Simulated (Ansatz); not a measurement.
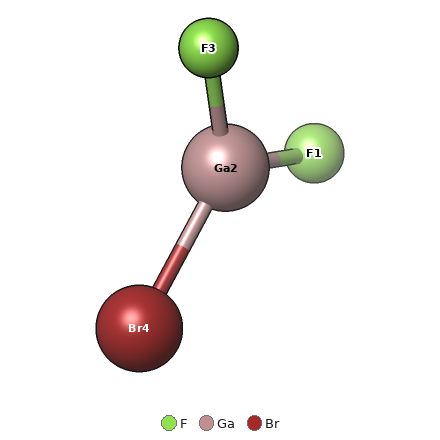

The system is BrF₂Ga (SMILES [F][Ga]([F])[Br]) with the probe H2O; the picture shows it without the atoms that are moved over the map. The probe is moved over a plane parallel to the molecule's main plane, 2.10 Å above it. Coordinates scanned: (1) x of the probe's H atom; (2) y of the probe's H atom. Nothing is relaxed (molecule and probe rigid, the probe upright with H nearest the plane). Grid: 11 × 9 points; 55 points were computed and 44 follow by symmetry. All energies are given in kJ/mol relative to the lowest grid point. All numbers below come from RKS PBE-D4/def2-SVPD (Ansatz).

Range: x of the probe's H atom from −3.15 to 3.15 Å; y of the probe's H atom from −2.52 to 2.52 Å.

What will the energy surface look like?

The lowest grid point is at x of the probe's H atom = 1.26 Å, y of the probe's H atom = −1.89 Å; the map holds 2 wells of about this depth. The bottom of the well lies between grid points, at about x of the probe's H atom = 1.27 Å, y of the probe's H atom = −2.07 Å, about 0.43 kJ/mol lower on the interpolated surface. No other kind of well shows on this grid. The highest grid point, x of the probe's H atom = 0.00 Å, y of the probe's H atom = 0.00 Å, lies 42.6 kJ/mol above the lowest. On the interpolated surface the easiest way out of the lowest well to a well of about the same depth near x of the probe's H atom = 1.26 Å, y of the probe's H atom = 1.89 Å passes a barrier of about 9.7 kJ/mol, counted from the interpolated bottom of the well. Near the minimum the curvatures are about 0.071 and 0.22 eV/Å² along the soft and the stiff direction.

| y of the probe's H atom ↓, x of the probe's H atom → | −3.15 | −2.52 | −1.89 | −1.26 | −0.63 | 0.00 | 0.63 | 1.26 | 1.89 | 2.52 | 3.15 |
| --- | --- | --- | --- | --- | --- | --- | --- | --- | --- | --- | --- |
| 2.52 | 14.1 | 13.1 | 11.9 | 10.2 | 7.8 | 4.6 | 2.0 | 1.5 | 3.6 | 7.2 | 10.8 |
| 1.89 | 13.9 | 13.3 | 12.6 | 11.6 | 10.1 | 6.8 | 2.5 | 0.0 | 1.1 | 5.1 | 9.5 |
| 1.26 | 15.8 | 16.8 | 17.1 | 17.1 | 17.9 | 17.3 | 12.2 | 5.9 | 3.5 | 5.4 | 9.2 |
| 0.63 | 20.4 | 24.6 | 25.7 | 25.4 | 29.3 | 33.7 | 28.9 | 17.6 | 9.8 | 8.0 | 9.9 |
| 0.00 | 23.2 | 29.4 | 30.8 | 29.8 | 35.2 | 42.6 | 38.0 | 24.0 | 13.3 | 9.5 | 10.3 |
| −0.63 | 20.4 | 24.6 | 25.7 | 25.4 | 29.3 | 33.7 | 28.9 | 17.6 | 9.8 | 8.0 | 9.9 |
| −1.26 | 15.8 | 16.8 | 17.1 | 17.1 | 17.9 | 17.3 | 12.2 | 5.9 | 3.5 | 5.4 | 9.2 |
| −1.89 | 13.9 | 13.3 | 12.6 | 11.6 | 10.1 | 6.8 | 2.5 | 0.0 | 1.1 | 5.1 | 9.5 |
| −2.52 | 14.1 | 13.1 | 11.9 | 10.2 | 7.8 | 4.6 | 2.0 | 1.5 | 3.6 | 7.2 | 10.8 |

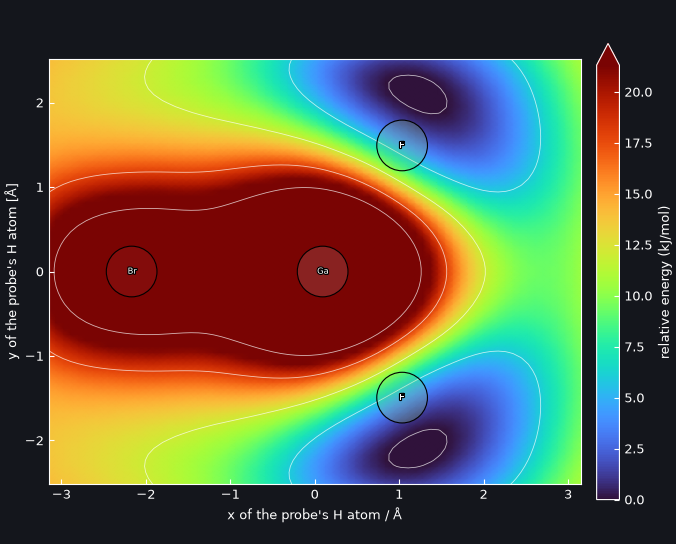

Drawn: a smooth colour map with a few white contour lines, labelled circles for the molecule's atoms, projected on the plane, one colour for all values above the top of the scale. Between grid points the surface is interpolated.

Each point was launched as `ansatz run input.yaml --threads 1 --pin off --max-ram 2560MiB --backend cpu --events-out ev --progress --plain --runs-dir out`. The whole map (55 points run) took 5.4 min on 1 thread of Intel(R) Xeon(R) Platinum 8488C (Sapphire Rapids) (shared host).
